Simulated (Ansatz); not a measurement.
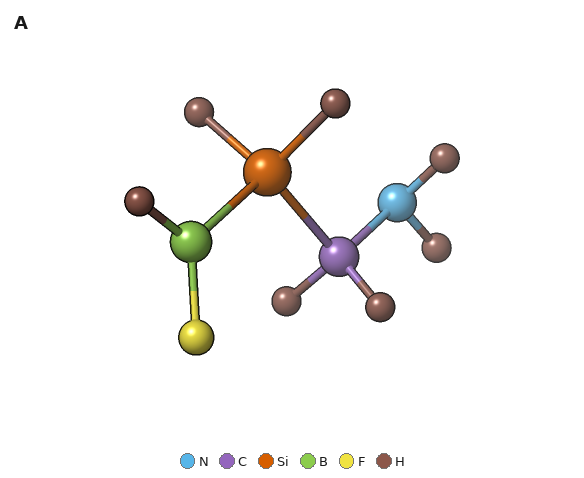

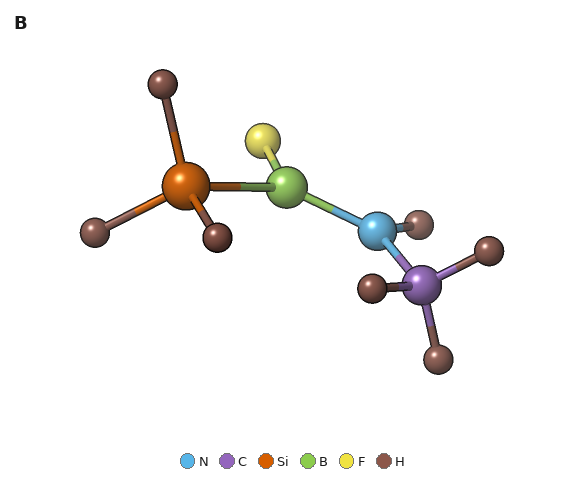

2 stationary structures of one formula. Geometries: PBE0-D4/def2-TZVP. Electronic energies: CCSD(T)/CBS (MP2 limit from def2-TZVPP and def2-QZVPP plus CCSD(T) − MP2) (Ansatz 0.2.0), without zero-point energy. No frequency run is at hand to confirm each as a minimum. Each is one conformer, not always the lowest.

**How are they related?**

They are constitutional isomers of CH7BFNSi: A `NC[SiH2]BF`, B `CNB(F)[SiH3]`.

**Rank them by energy, lowest first.**

B is lowest; A lies 1.706 eV above it.
